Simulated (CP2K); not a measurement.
Consider carbonyl sulfide at its PBE geometry (Å).

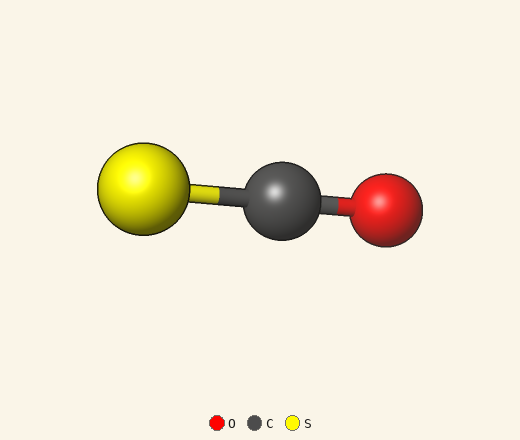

The molecule (oxygen red, carbon dark grey, sulfur yellow).

```xyz
3

O     0.0000    0.0000   -1.3056
C     0.0000    0.0000   -0.1299
S     0.0000    0.0000    1.4356
```

Method: CP2K XAS_TDP, all-electron GAPW, PBEh(45%), aug-cc-pVTZ, TDA, GW2X-corrected core level, no relativity.

**Question.** Predict the bright core excitations at the C K edge.

Leading lines: C2 288.41 eV. The leading line of an atom is its first one with 35 % of the strongest within 2.5 eV of its lowest line over the strength cut. Core ionisation energies at this level: C2 295.59 eV.

The first six lines of each atom with a strength over 0.0015:

```tsv
atom	energy (eV)	states	strength, one atom	above the computed threshold
C2 (bonded to O and S)	288.41	2	0.1483	
	293.85	1	0.0094	
	295.11	2	0.0020	
	296.26	2	0.0041	yes
	298.11	1	0.0052	yes
	298.23	1	0.0040	yes
```

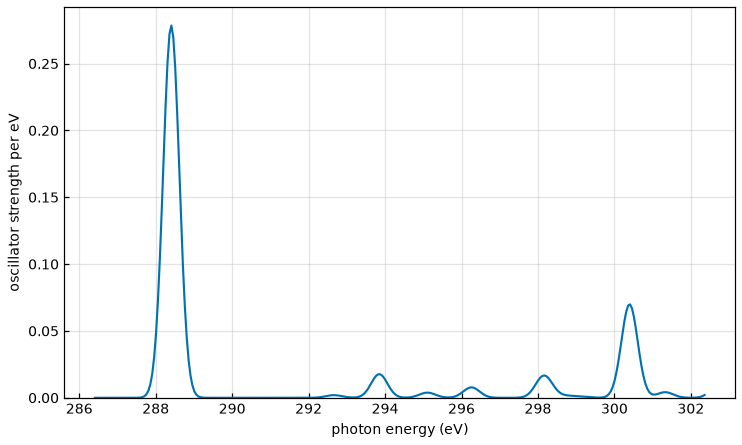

All atoms added, broadened by 0.5 eV.

Lines are vertical, at one geometry, with no vibrational structure. GW2X ionisation energies and lines can be off by 1 to 2 eV either way, and a good line position may hide errors that cancel. These values hold no scalar relativity, about 0.1 eV for C 1s. Rydberg lines, and the discretised continuum above threshold, depend on the basis and the box.

[Banner, clock and machine lines of the logs are left out without a mark of their own.]

[Logs are printed without paths, hosts, clocks, repeated set-up lines and the standing remarks that a program may print on its own settings, such as how far it seeks lower states.]

[Hosts, paths, dates, database ids (printed as entryN), source tags and the programs' standing remarks are cut or masked in the printed files.]
